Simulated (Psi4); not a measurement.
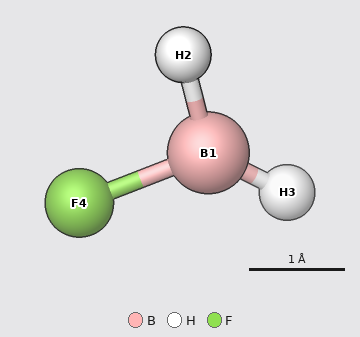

The structure as given in the input (ball-and-stick view, seen at a tilt; atoms are numbered from 1 in the order of the input). Bond lengths as drawn: B–F 1.46 Å and B–H 0.98 to 1.14 Å.

# Run report: BH2F, property calculation

BH2F, SMILES [H]B([H])F, computed with M08-HX/aug-cc-pVTZ-DK, RKS, ZORA (Psi4 1.11).

The atoms were displaced at random from an optimised geometry.

**Log**
```
Psi4 1.11 release

Relativistic analytic gradients are not implemented yet, re-routing to finite differences.

   => Loading Basis Set <=

    Name: AUG-CC-PVTZ-DK
    Role: ORBITAL
    Keyword: BASIS

         ---------------------------------------------------------
                                   SCF
                              RKS Reference
                        1 Threads,   1525 MiB Core
         ---------------------------------------------------------

  ==> Geometry <==

    Molecular point group: c1
    Full point group: C1

    Geometry (in Angstrom), charge = 0, multiplicity = 1:

       Center              X                  Y                   Z               Mass
    ------------   -----------------  -----------------  -----------------  -----------------
         B            0.285009474553     0.791496493672    -0.010956276565    11.009305360000
         H            1.393980474553     0.535017493672     0.110020723435     1.007825032230
         H           -0.228965525447     1.630620493672    -0.017231276565     1.007825032230
         F           -0.226960525447    -0.573543506328     0.001426723435    18.998403162730

  Running in c1 symmetry.

  Rotational constants: A =      8.87297  B =      0.93052  C =      0.84250 [cm^-1]
  Rotational constants: A = 266004.98667  B =  27896.13836  C =  25257.39882 [MHz]
  Nuclear repulsion =   26.185432100435150

  Charge       = 0
  Multiplicity = 1
  Electrons    = 16
  Nalpha       = 8
  Nbeta        = 8

  ==> Algorithm <==

  SCF Algorithm Type is MEM_DF.
  DIIS enabled.
  MOM disabled.
  Fractional occupation disabled.
  Guess Type is SAD.
  Energy threshold   = 1.00e-06
  Density threshold  = 1.00e-06
  Integral threshold = 1.00e-12

  ==> Primary Basis <==

  Basis Set: AUG-CC-PVTZ-DK
    Blend: AUG-CC-PVTZ-DK
    Number of shells: 46
    Number of basis functions: 138
    Number of Cartesian functions: 160
    Spherical Harmonics?: true
    Max angular momentum: 3

  ==> DFT Potential <==

   => LibXC <=

    Version 7.1.2

   => Composite Functional: M08-HX <=

    Deriv               =              1
    GGA                 =           TRUE
    Meta                =           TRUE

    Exchange Hybrid     =           TRUE
    MP2 Hybrid          =          FALSE

   => Exchange Functionals <=

    1.0000   XC_HYB_MGGA_X_M08_HX

   => Exact (HF) Exchange <=

    0.5223               HF

   => Correlation Functionals <=

    1.0000   XC_MGGA_C_M08_HX

   => LibXC Density Thresholds  <==

    XC_MGGA_C_M08_HX:  1.00E-15
    XC_HYB_MGGA_X_M08_HX:  1.00E-15

   => Molecular Quadrature <=

    Radial Scheme          =       TREUTLER
    Pruning Scheme         =           NONE
    Nuclear Scheme         =       TREUTLER

    Blocking Scheme        =         OCTREE
    BS radius alpha        =              1
    Pruning alpha          =              1
    Radial Points          =             75
    Spherical Points       =            302
    Total Points           =          88556
    Total Blocks           =            705
    Max Points             =            256
    Max Functions          =            138
    Weights Tolerance      =       1.00E-15

   => Loading Basis Set <=

    Name: (AUG-CC-PVTZ-DK AUX)
    Role: JKFIT
    Keyword: DF_BASIS_SCF

  ==> Integral Setup <==

  DFHelper Memory: AOs need 0.031 GiB; user supplied 0.282 GiB.
  SCF_SUBTYPE=INCORE selected. In-core MEM_DF algorithm will be used.
  Using in-core AOs.

  ==> MemDFJK: Density-Fitted J/K Matrices <==

    J tasked:                   Yes
    K tasked:                   Yes
    wK tasked:                   No
    Memory [MiB]:               288
    Algorithm:                 Core
    Schwarz Cutoff:           1E-12
    Mask sparsity (%):       0.0000
    Fitting Condition:        1E-10

   => Auxiliary Basis Set <=

  Basis Set: (AUG-CC-PVTZ-DK AUX)
    Blend: DEF2-UNIVERSAL-JKFIT
    Number of shells: 62
    Number of basis functions: 188
    Number of Cartesian functions: 222
    Spherical Harmonics?: true
    Max angular momentum: 4

  Cached 100.0% of DFT collocation blocks in 0.835 [GiB].

 OEINTS: Using relativistic (ZORA) kinetic integrals.

        ____  ____  ___  ___
       /_  / / __ \/ _ \/ _ |
        / /_/ /_/ / , _/ __ |
       /___/\____/_/|_/_/ |_|
      ========================

  ==> ZORA Details <==
    Total number of grid points: 1004234
    Total number of batches: 6855
    Using 1 thread(s)

  Minimum eigenvalue in the overlap matrix is 1.2412773799E-04.
  Reciprocal condition number of the overlap matrix is 1.5414707315E-05.
    Using symmetric orthogonalization.

  ==> Pre-Iterations <==

  SCF Guess: Superposition of Atomic Densities via on-the-fly atomic UHF (no occupation information).

   -------------------------
    Irrep   Nso     Nmo
   -------------------------
     A        138     138
   -------------------------
    Total     138     138
   -------------------------

  ==> Iterations <==

                           Total Energy        Delta E     RMS |[F,P]|

   @DF-RKS iter SAD:  -125.31538482622695   -1.25315e+02   0.00000e+00
   @DF-RKS iter   1:  -125.99567675359883   -6.80292e-01   2.39029e-03 ADIIS/DIIS
   @DF-RKS iter   2:  -126.00478655398658   -9.10980e-03   2.44430e-03 ADIIS/DIIS
   @DF-RKS iter   3:  -126.03275461624325   -2.79681e-02   4.38061e-04 ADIIS/DIIS
   @DF-RKS iter   4:  -126.03391993591592   -1.16532e-03   6.39093e-05 DIIS
   @DF-RKS iter   5:  -126.03395020132481   -3.02654e-05   6.93865e-06 DIIS
   @DF-RKS iter   6:  -126.03395060144663   -4.00122e-07   1.10566e-06 DIIS
   @DF-RKS iter   7:  -126.03395061296769   -1.15211e-08   2.20376e-07 DIIS
  Energy and wave function converged.

  ==> Post-Iterations <==

   Electrons on quadrature grid:
      Ntotal   =   15.9999972178 ; deviation = -2.782e-06

    Orbital Energies [Eh]
    ---------------------

    Doubly Occupied:

       1A    -25.256056     2A     -7.106771     3A     -1.295339
       4A     -0.647216     5A     -0.562902     6A     -0.526942
       7A     -0.513001     8A     -0.419079

    Virtual:

       9A     -0.046384    10A     -0.016785    11A     -0.001017
      12A      0.005813    13A      0.031028    14A      0.047257
      15A      0.058577    16A      0.074277    17A      0.083940
      18A      0.096867    19A      0.111628    20A      0.114598
      21A      0.122737    22A      0.175770    23A      0.186524
      24A      0.200557    25A      0.203945    26A      0.222184
      27A      0.231717    28A      0.245231    29A      0.259154
      30A      0.273148    31A      0.278114    32A      0.313829
      33A      0.335634    34A      0.390517    35A      0.421054
      36A      0.461942    37A      0.495982    38A      0.523523
      39A      0.542963    40A      0.550409    41A      0.602236
      42A      0.614527    43A      0.631101    44A      0.646583
      45A      0.663555    46A      0.667856    47A      0.683483
      48A      0.714933    49A      0.840743    50A      0.873326
      51A      0.897227    52A      0.919076    53A      0.936520
      54A      0.936950    55A      0.959226    56A      0.969252
      57A      0.987965    58A      0.998647    59A      1.026500
      60A      1.082181    61A      1.096092    62A      1.115894
      63A      1.143780    64A      1.151824    65A      1.205778
      66A      1.237190    67A      1.259738    68A      1.294595
      69A      1.397373    70A      1.443383    71A      1.476434
      72A      1.502074    73A      1.553258    74A      1.646245
      75A      1.652964    76A      1.808999    77A      1.869667
      78A      1.886836    79A      1.931303    80A      1.975605
      81A      2.084389    82A      2.145549    83A      2.177198
      84A      2.190415    85A      2.333166    86A      2.404319
      87A      2.437991    88A      2.475905    89A      2.613183
      90A      2.642282    91A      2.724139    92A      2.762560
      93A      2.823197    94A      2.830841    95A      2.862089
      96A      2.965384    97A      2.991765    98A      3.111956
      99A      3.141707   100A      3.321754   101A      3.370826
     102A      3.612955   103A      3.640714   104A      3.747532
     105A      3.801016   106A      3.939255   107A      4.007025
     108A      4.058845   109A      4.093313   110A      4.273108
     111A      4.351470   112A      4.419646   113A      4.445073
     114A      4.527971   115A      4.626348   116A      4.799634
     117A      4.852687   118A      4.912500   119A      5.102416
     120A      5.223355   121A      5.249156   122A      5.623829
     123A      5.840866   124A      5.930215   125A      8.396277
     126A      8.412574   127A      8.511988   128A      8.543044
     129A      8.632314   130A      8.708149   131A      8.812239
     132A      8.816506   133A      8.841456   134A      8.895171
     135A      9.016158   136A      9.104553   137A     12.656469
     138A     15.205369

    Final Occupation by Irrep:
              A
    DOCC [     8 ]
    NA   [     8 ]
    NB   [     8 ]

  @DF-RKS Final Energy:  -126.03395061296769

   => Energetics <=

    Nuclear Repulsion Energy =             26.1854321004351505
    One-Electron Energy =                -225.5915794343965217
    Two-Electron Energy =                  80.9773112719456378
    DFT Exchange-Correlation Energy =      -7.6051145509519555
    Empirical Dispersion Energy =           0.0000000000000000
    VV10 Nonlocal Energy =                  0.0000000000000000
    Total Energy =                       -126.0339506129676863

Computation Completed

Properties will be evaluated at   0.000000,   0.000000,   0.000000 [a0]

Properties computed using the SCF density matrix

 Multipole Moments:

 ------------------------------------------------------------------------------------
     Multipole            Electronic (a.u.)      Nuclear  (a.u.)        Total (a.u.)
 ------------------------------------------------------------------------------------

 L = 1.  Multiply by 2.5417464519 to convert [e a0] to [Debye]
 Dipole X            :         -0.9289066            1.0344693            0.1055627
 Dipole Y            :         -1.0973283            1.8164594            0.7191310
 Dipole Z            :         -0.1424396            0.0960899           -0.0463498
 Magnitude           :                                                    0.7283140

 ------------------------------------------------------------------------------------

	total time  =         54 seconds =       0.90 minutes

Properties will be evaluated at   0.000000,   0.000000,   0.000000 [a0]

Properties computed using the M08-HX density matrix

  Mulliken Charges: (a.u.)
   Center  Symbol    Alpha    Beta     Spin     Total
       1     B     2.62454  2.62454  0.00000 -0.24907
       2     H     0.30356  0.30356  0.00000  0.39288
       3     H     0.36452  0.36452  0.00000  0.27095
       4     F     4.70738  4.70738  0.00000 -0.41476

   Total alpha =  8.00000, Total beta =  8.00000, Total charge = -0.00000

  Lowdin Charges: (a.u.)
   Center  Symbol    Alpha    Beta     Spin     Total
       1     B     2.42703  2.42703  0.00000  0.14595
       2     H     0.60223  0.60223  0.00000 -0.20446
       3     H     0.64282  0.64282  0.00000 -0.28565
       4     F     4.32792  4.32792  0.00000  0.34416

  Total alpha =  8.00000, Total beta =  8.00000, Total charge = -0.00000

    Psi4 run time: 0:00:54.08
```

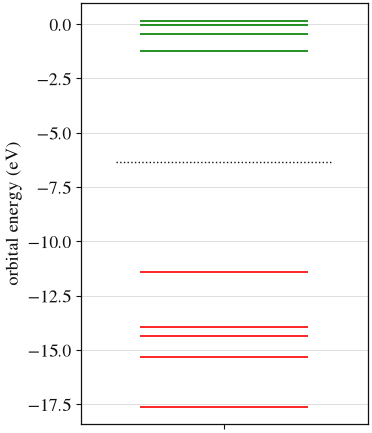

Orbital energies near the frontier; the dotted line parts filled from empty levels, and levels within 0.02 eV of each other stand side by side. Highest filled −11.40 eV, lowest empty −1.26 eV, 10.14 eV apart.

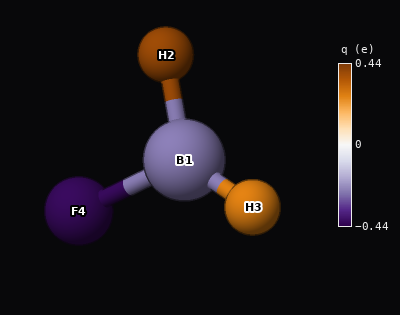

Mulliken charges, as the colour of each atom (ball-and-stick view, seen at a tilt; atoms are numbered from 1 in the order of the input). By element: B −0.25, H +0.27 to +0.39 and F −0.41 e.

The run was set up as follows.

**Input file (calc.inp)**
```
memory 1.6 GB

molecule mol {
  0 1
  B      0.035439     0.223630    -0.029575
  H      1.144410    -0.032849     0.091402
  H     -0.478536     1.062754    -0.035850
  F     -0.476531    -1.141410    -0.017192
  units angstrom
}

set {
  basis aug-cc-pVTZ-DK
  reference rks
  scf_type mem_df
  relativistic zora
}

energy_value, wavefunction = energy('m08-hx', return_wfn=True)
oeprop(wavefunction, 'LOWDIN_CHARGES', 'MULLIKEN_CHARGES', title='M08-HX')
```

Launched with:
```bash
psi4 -i calc.inp -o calc.out -n 1
```

**Key numbers**

```json
{"quantity": "outcome", "value": "converged"}
{"quantity": "total energy", "value": "−126.033951 hartree"}
{"quantity": "basis functions", "value": "138"}
{"quantity": "HOMO", "value": "−11.40 eV"}
{"quantity": "LUMO", "value": "−1.26 eV"}
{"quantity": "dipole moment", "value": "1.85 D"}
{"quantity": "hardware", "value": "1 thread of Intel Xeon @ 2.50GHz (Skylake/Cascade Lake), 12 GiB of memory available, shared host"}
{"quantity": "wall time", "value": "57 s"}
{"quantity": "peak memory", "value": "1.2 GiB"}
```
